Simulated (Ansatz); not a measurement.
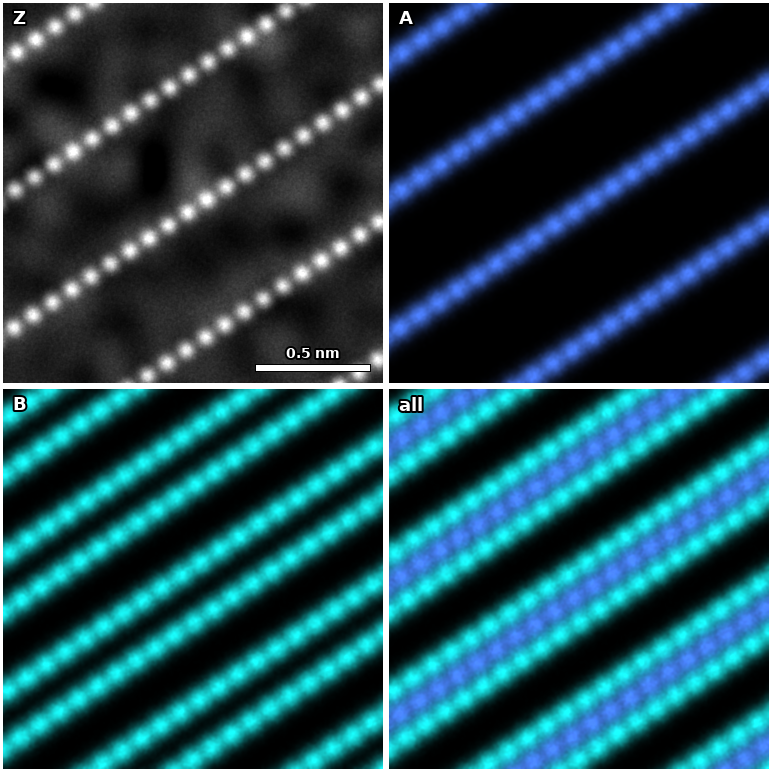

WC₂ (R-3m, No. 166) along [310]. Panel Z: Simulated incoherent Z contrast: every atom adds Z^1.8 spread by a probe of 0.61 Å full width; channelling and multiple scattering are left out. The probe carries 15 % of its weight in a tail 2.5 times as wide. Shot noise and the speckle of an amorphous layer were added. The other panels are simulated element maps (the number of atoms of one element along the beam, blurred by 0.9 Å, with counting noise; each on its own scale, no channelling); the last overlays them. Model: coordinates from a relaxation with DFT PBE, scalar-relativistic, plane waves, PAW (Ansatz); the starting structure was generated, so it need not be a known form of this composition.

```cif
data_structure
_symmetry_space_group_name_H-M 'R-3m:H'
_symmetry_Int_Tables_number 166
_cell_length_a 3.1484
_cell_length_b 3.1484
_cell_length_c 15.2153
_cell_angle_alpha 90.000
_cell_angle_beta 90.000
_cell_angle_gamma 120.000
_cell_volume 130.62
loop_
_atom_site_label
_atom_site_type_symbol
_atom_site_symmetry_multiplicity
_atom_site_Wyckoff_symbol
_atom_site_fract_x
_atom_site_fract_y
_atom_site_fract_z
_atom_site_occupancy
W1 W 3 a 0.00000 0.00000 0.00000 1
C1 C 6 c 0.66667 0.33333 0.06789 1
```

Which element does each lettered map show?

A: W, B: C. The projected cell (1.03 × 5.08 Å, 94°) holds 3 columns: 2 of C and 1 of W. No column is shared by two of the mapped elements.
